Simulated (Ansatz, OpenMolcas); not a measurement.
**A ladder of methods for BH2F (SMILES [H]B([H])F)**

BH2F: 4 atoms, total charge 0, spin state singlet. SMILES: `[H]B([H])F`. The coordinates come from a GFN2-xTB relaxation.

```xyz
4

B     0.0300    0.0492    0.0006
H     1.1984   -0.0340    0.0156
H    -0.5783    1.0502   -0.0194
F    -0.6501   -1.0654    0.0032
```

Quantity: the energy change with the B1–F4 bond stretched from 1.306 to 1.959 Å, in eV. The values are calculated.

```tsv
level	kind	program	value (eV)	less FCI/STO-3G	CPU time (all runs)
r2SCAN/STO-3G (restricted)	meta-GGA	Ansatz	4.43	+0.25	1.5 s
B3LYP/STO-3G (restricted)	global hybrid	Ansatz	4.45	+0.27	0.71 s
PBE0/STO-3G (restricted)	global hybrid	OpenMolcas	4.62	+0.44	5.6 s
wB97X/STO-3G (restricted)	range-separated hybrid	Ansatz	4.65	+0.47	3 s
CASSCF(2,2)/STO-3G	multireference	OpenMolcas	3.62	-0.56	3.2 s
MRCI(2,2)/STO-3G	multireference	OpenMolcas	4.12	-0.06	3.2 s
ACPF/STO-3G (restricted)	coupled cluster or CI	OpenMolcas	3.99	-0.19	3 s
CCSD/STO-3G (restricted)	coupled cluster or CI	Ansatz	4.24	+0.06	0.16 s
FCI/STO-3G	exact in the basis	Ansatz	4.18	0.00	0.52 s
```

FCI/STO-3G is exact within its basis and frozen core, so for wave-function methods in that basis the difference is their error; functionals converge differently with the basis, so for them it is only a difference. The first shape isn't each level's own minimum. The values span 3.62 to 4.65 eV. All rows use very small basis sets, so none should be taken for the real molecule's value. In so small a basis fixed costs decide the times, and correlated methods can beat functionals. Times are those of the runs behind each value, whatever else they computed, on shared processors of several kinds: orders of magnitude only.

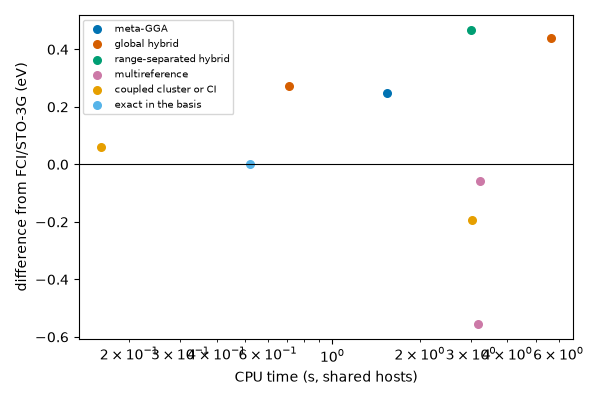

Difference from FCI/STO-3G against processor time, one point a level.
